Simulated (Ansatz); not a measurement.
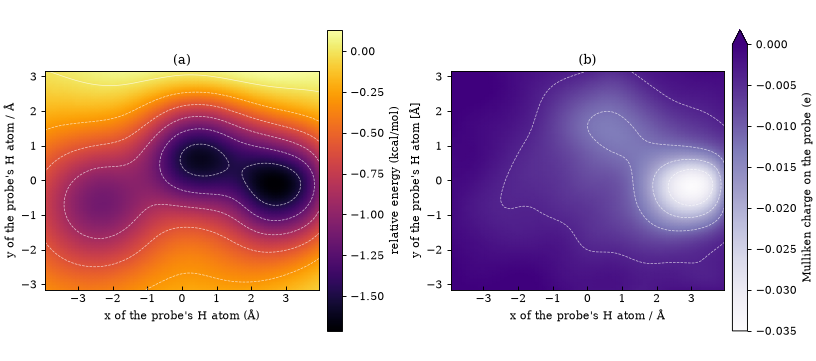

C₂H₄OSi (SMILES O=C=C[SiH3]) with the probe HF. 
- The probe is moved over a plane parallel to the molecule's main plane, 3.31 Å above it.
- First axis: x of the probe's H atom. Second axis: y of the probe's H atom.
- Nothing is relaxed (molecule and probe rigid, the probe upright with H nearest the plane).
- The scan uses an 11 × 9 grid.
- Energies are in kcal/mol, from molecule and probe far apart, each relaxed in its own basis (no counterpoise correction).
- Level of theory: Ansatz, RKS PBE0-D4/def2-SVPD.

Panel (a) is the energy; panel (b) is the computed Mulliken charge on the probe, in e.

Drawn: a smooth colour map with a few white contour lines. Between grid points the surface is interpolated.

How does the Mulliken charge on the probe vary over the map, and what is it at the lowest grid point?

Answer. Leaving out the highest fifth of the energies, it runs from −0.03 e at x of the probe's H atom = 3.16 Å, y of the probe's H atom = 0.00 Å to 0.00 e at x of the probe's H atom = −3.95 Å, y of the probe's H atom = −3.16 Å. At the lowest grid point, x of the probe's H atom = 2.37 Å, y of the probe's H atom = 0.00 Å, it is −0.03 e.
